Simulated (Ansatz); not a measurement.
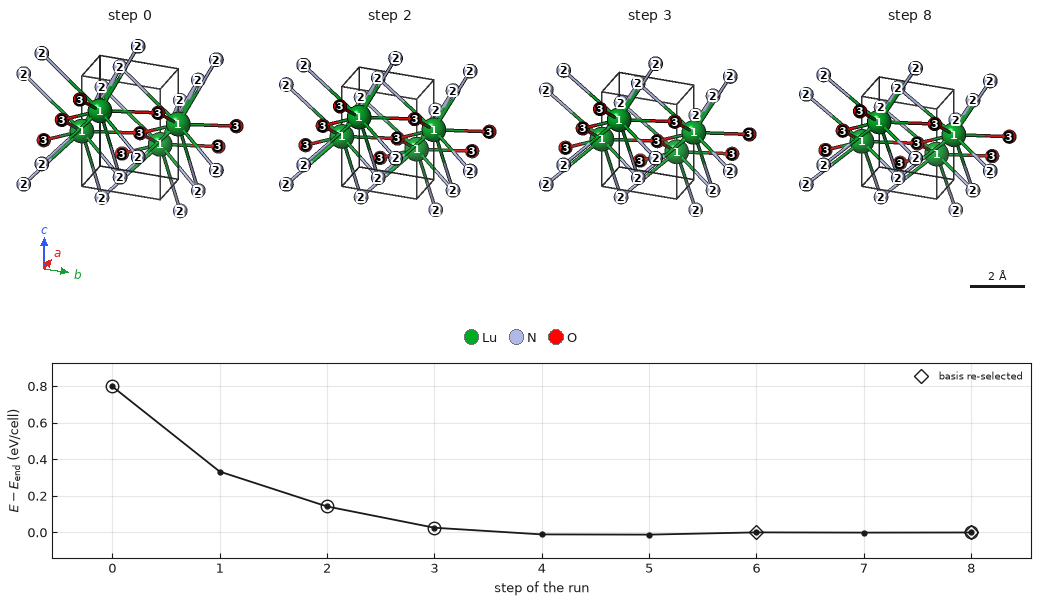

Frames of a relaxation of solid LuNO (a generated structure, set up in P-6m2) (coarse preliminary run), marked on the history of the run. The picture is a ball-and-stick view of the cell of the calculation, seen from a free direction.

The calculation used Ansatz 0.2.0, DFT PBE, scalar-relativistic, plane waves, PAW. Set-up: plane-wave cutoff 420 eV; k-point mesh 6 × 6 × 4; occupations gaussian; smearing width 0.1 eV; no spin polarisation; cell and atoms relaxed; force threshold 0.04 eV/Å; at most 70 steps.

> Describe the path.

No atom moves by more than 0.005 Å relative to the cell. Cell: a = b 3.804 → 3.630 Å (−4.6 %), c 4.193 → 3.413 Å (−18.6 %). Volume −25.9 %. Among the contacts that change: Lu1–Lu1 4.193 → 3.413 Å, Lu1–N2 3.036 → 2.702 Å, Lu1–O3 2.196 → 2.096 Å. Among the angles between lasting bonds that change: Lu1–N2–Lu1 87.3° → 78.3°, Lu1–N2–Lu1 77.6° → 84.4°, Lu1–N2–Lu1 137.6° → 134.4°. The space group stays P-6m2 (No. 187). The energy falls by 0.799 eV per cell of the calculation in 6 accepted moves (8 points after the start). All forces vanish by symmetry, so only the cell relaxes. The pressure goes from −15.15 to 0.05 GPa. At 2 points the geometry stayed and the basis and grid were re-selected for the new cell (energy shift of 12.3 meV per cell of the calculation at most each time). The run took 36 s on 1 thread of AMD EPYC 7R43 64-Core Processor (Zen 3), on a shared host, peak memory 0.4 GiB. From step 0 to 2: volume −17.8 %, energy −0.656 eV per cell of the calculation. From step 2 to 3: volume −5.3 %, energy −0.116 eV per cell of the calculation. From step 3 to 8: volume −4.8 %, energy −26.0 meV per cell of the calculation.

Limits of the set-up: the k-point mesh is coarse for a cell with partly filled bands.
